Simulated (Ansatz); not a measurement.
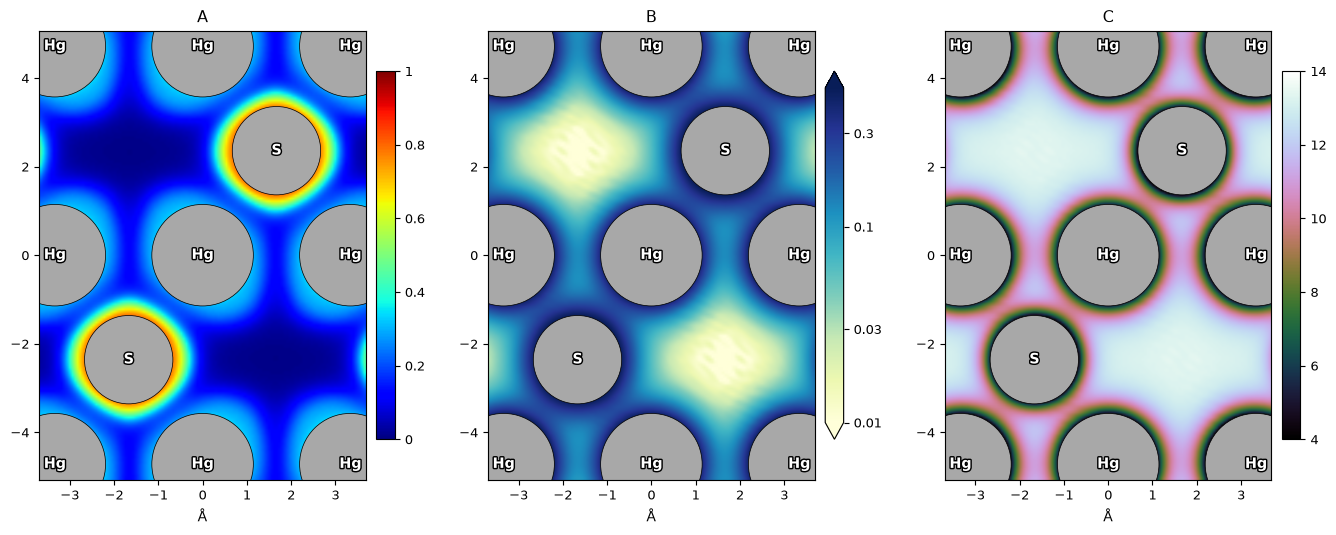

Hg4S: 3 fields on the (011̄) plane of the conventional cell, with unlabelled colour scales. Grey discs cover the atomic cores.

Space group Im-3m; a structure generated by program, which may or may not match a known phase.

The calculation used Ansatz, DFT PBE, scalar-relativistic, plane waves, PAW.

> Match the panels to the quantities (electron localisation function, electrostatic potential energy of an electron and valence pseudo-density).

Panel A: electron localisation function. Panel B: valence pseudo-density. Panel C: electrostatic potential energy of an electron (low next to the atoms, rising into the space between them). From the grid: Hg–S (2.89 Å): ρ at the midpoint is about 0.25 e/Å³; the ELF peaks at about 0.85 in the valence shell of S, 0.8 Å from its nucleus, and drops to about 0.20 between the two atoms.
